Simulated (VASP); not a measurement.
Here is the system:

```yaml
crystal:
  lattice:
    - [2.20005, 1.27020, 7.19394]
    - [-2.20005, 1.27020, 7.19394]
    - [0.00000, -2.54040, 7.19394]
  atoms:
    - { symbol: Zn, position: [0.50119, 0.50119, 0.50119] }
    - { symbol: Hg, position: [0.99804, 0.99804, 0.99804] }
    - { symbol: Te, position: [0.86984, 0.86984, 0.86984] }
    - { symbol: Te, position: [0.38090, 0.38090, 0.38090] }
```

All values below come from LDA (Ceperley-Alder, Perdew-Zunger), VASP's LDA PAW potentials (set 64) (plane waves; VASP). Run with 400 eV cut-off, 9×9×9 Γ-centred mesh, tetrahedra with Blöchl corrections, potentials Zn Hg Te.

Unless said otherwise, spin-orbit coupling is left out, though it shifts the bands of the heavy elements here.

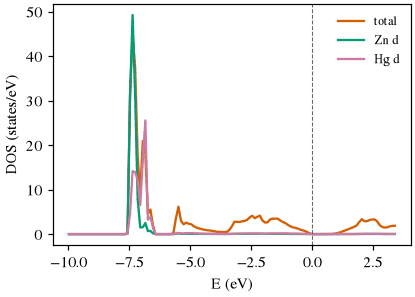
Figure: Total and projected density of states, zero at the Fermi level

Within 2 eV below the Fermi level the largest weight inside VASP's projection spheres is Te p.

It has no gap at this level: it comes out as a metal or semimetal.

The structure comes from a computed database's ZnHgTe2 entry (R3m); how it stands against other phases isn't given here. It was relaxed first, which changed the volume by -9 %.
